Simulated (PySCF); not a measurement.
System: C2H13Si4 (doublet).

```xyz
19

C    -0.8150    1.5436   -0.9211
Si   -0.8618    0.3166    0.5451
Si   -3.0671   -0.3065    0.9134
Si    0.6523   -1.3981    0.1311
C     2.1610   -0.8045   -0.8882
Si    3.2622    0.4630   -0.0122
H    -1.4630    2.3981   -0.7460
H    -1.1455    1.0686   -1.8415
H     0.1874    1.9262   -1.0934
H    -0.3889    1.1122    1.7036
H    -3.3474   -0.5636    2.3279
H    -3.4036   -1.5440    0.2015
H    -4.0542    0.6880    0.4806
H     0.0454   -2.5209   -0.6065
H     1.1861   -1.9917    1.3669
H     2.7638   -1.6723   -1.1600
H     1.8011   -0.3826   -1.8278
H     2.5856    1.7358    0.2230
H     3.8919   -0.0586    1.1959
```

Geometry: GFN2-xTB.

Computed with PySCF, UKS B3LYP, pcH-1 on C H Si, non-relativistic, mean-field spin-orbit, GIAO.

Q: What will maps of the electron density, electron localisation function and spin density show?

A: C–Si (1.92 Å): the density is about 0.86 e/Å³ at the midpoint; the ELF peaks at about 0.95 between the atoms: a shared electron pair.
Si–Si (2.32 Å): ρ at the midpoint is about 0.66 e/Å³; the ELF peaks at about 1 between the atoms: a shared electron pair.
C–H (1.09 Å): the density is about 1.9 e/Å³ at the midpoint; the ELF climbs to about 1 towards the hydrogen, as it does in any bond to H (an ordinary covalent bond to hydrogen).
The unpaired spin (1 electron) lies mostly on Si6 (about 0.8), in electrons by Hirshfeld's partition.

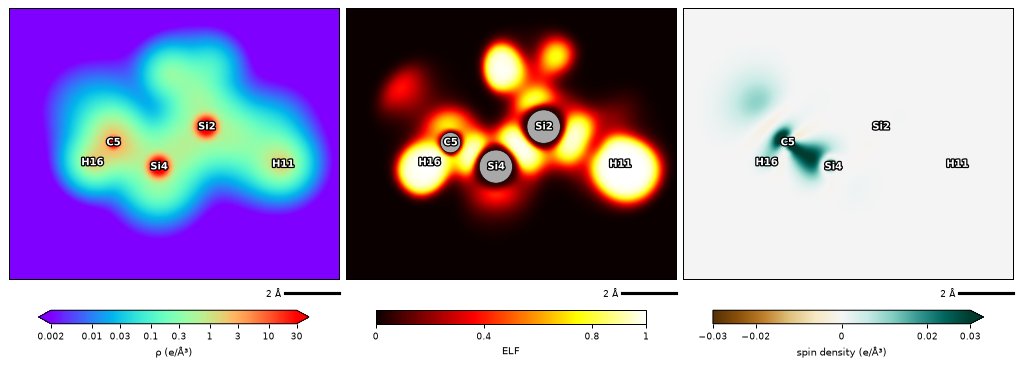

Computed electron density, electron localisation function and spin density on the plane of atoms Si2, Si4 and C5, in this order. Grey discs cover the atomic cores in the ELF map. 
